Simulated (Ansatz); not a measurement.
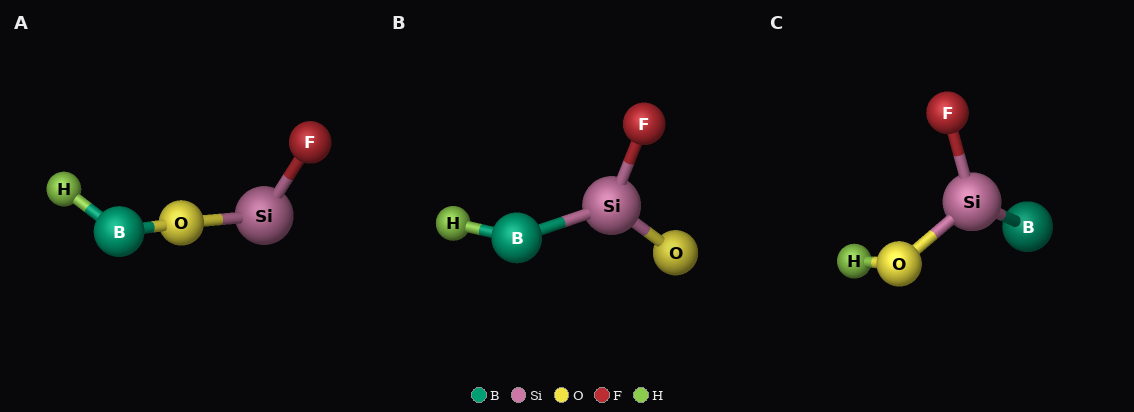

3 stationary structures of one formula. Charge −1, singlet. Geometries: PBE-D4/def2-SVPD. Electronic energies: PBE-D4/def2-SVPD (Ansatz 0.2.0), without zero-point energy. No frequency run is at hand to confirm each as a minimum.

### Rank them by energy, lowest first.

A is lowest (C1); B lies 14.9 kcal/mol above it (C1), C lies 56.4 kcal/mol above it (C1).
